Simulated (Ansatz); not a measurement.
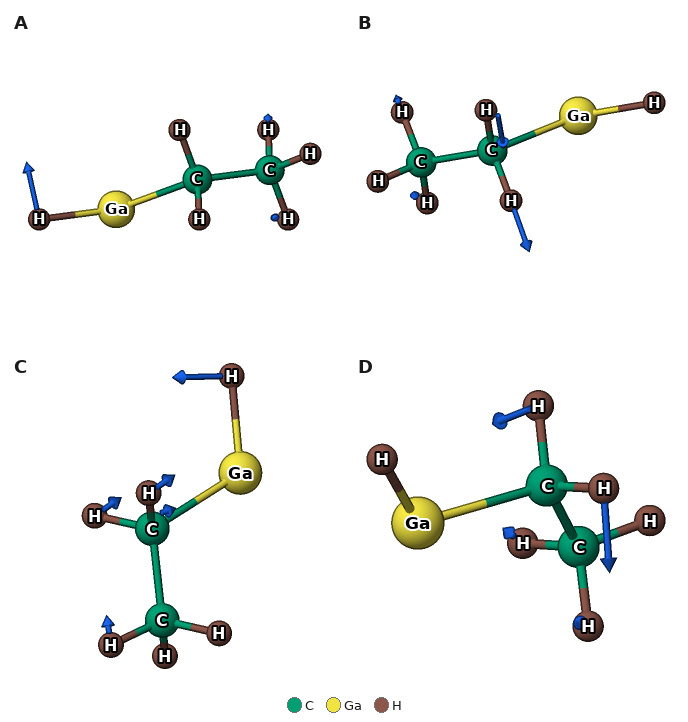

4 normal modes of one molecule or complex, as arrows. Charge 0, doublet. Harmonic vibrations computed with UKS PBE0-D4/def2-TZVP (Ansatz 0.2.0) at a stationary point of the same level.

Match the panels to the wavenumbers 135 cm⁻¹, 470 cm⁻¹, 1430 cm⁻¹, 3064 cm⁻¹.

Answer. A: 135 cm⁻¹, a torsion or out-of-plane motion in which bond lengths and bond angles hardly change
B: 3064 cm⁻¹, out-of-phase stretching of 2 C–H bonds
C: 470 cm⁻¹
D: 1430 cm⁻¹, H–C–H bending
